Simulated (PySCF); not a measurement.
AlSi (quartet)

```csv
atom,x (Å),y (Å),z (Å)
Al,0.0000,0.0000,-1.2375
Si,0.0000,0.0000,1.1935
```

The calculation used PBE0/6-311G(d,p), non-relativistic, at a bond length of 2.431 Å in PySCF.

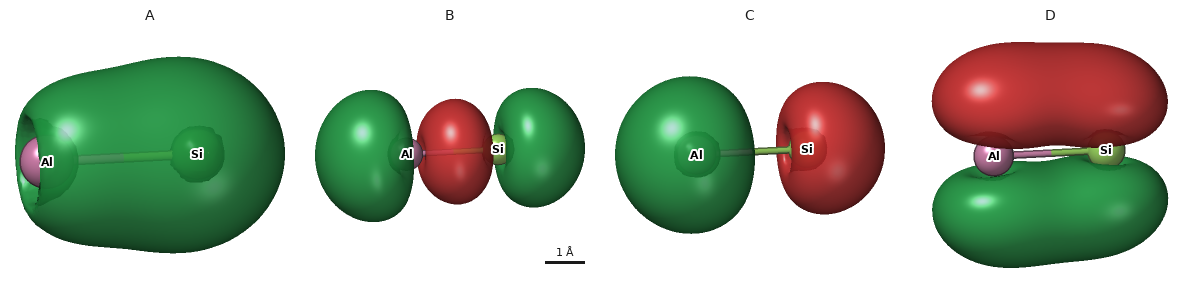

Figure 1. Four frontier β-spin orbitals, each drawn at the value that holds 80 % of its norm (green and red are the two phases), in no order; of a degenerate pair one member is drawn.

Name the orbitals and rank them from lowest to highest energy.

Answer. Orbital A: σ, occupied in this spin, −11.55 eV; mainly on Si (70 %).
Orbital C: σ, occupied in this spin, −7.57 eV; shared between the atoms (Al 60 %, Si 40 %).
Orbital B: σ, empty in this spin, −2.80 eV; shared between the atoms (Al 50 %, Si 50 %).
Orbital D: π, empty in this spin, −2.75 eV; bonding, with no node between the atoms.

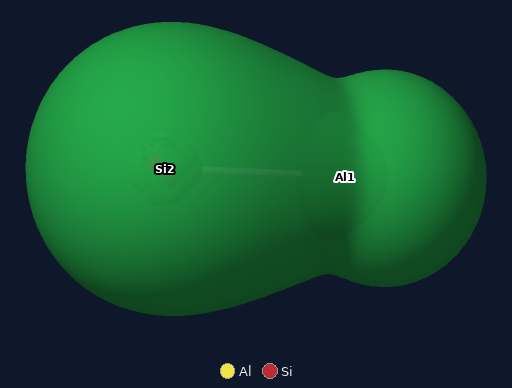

Figure 2. Isosurface of the spin density (α minus β) at +0.02 e/Å³ (green), seen from one side.

Describe the spin distribution.

Answer. The unpaired spin (3 electrons) lies mostly on Si2 (about 2.0) and Al1 (about 1.0), in electrons by Hirshfeld's partition.

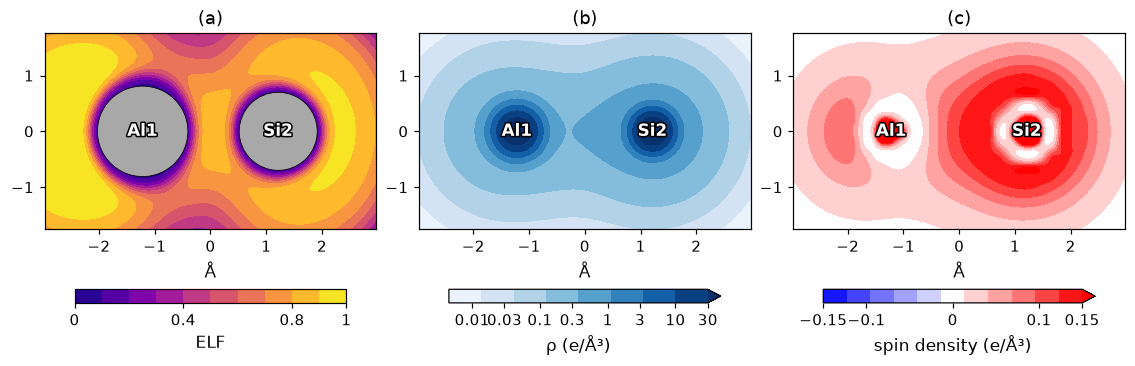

Figure 3. (a) ELF; (b) total electron density; (c) spin density (α minus β) on a plane that holds the molecular axis. Grey discs cover the atomic cores in the ELF map.

Read the bonding off the picture.

Answer.
- Atoms in the plane: Al and Si.
- Al–Si (2.43 Å): the density is about 0.4 e/Å³ at the midpoint; the ELF peaks at about 0.85 in the valence shell of Si, 1.2 Å from its nucleus, and is about 0.85 at the midpoint.
- The ELF also peaks beside Al1 and Si2, away from the bonds: non-bonding electrons, paired or unpaired.
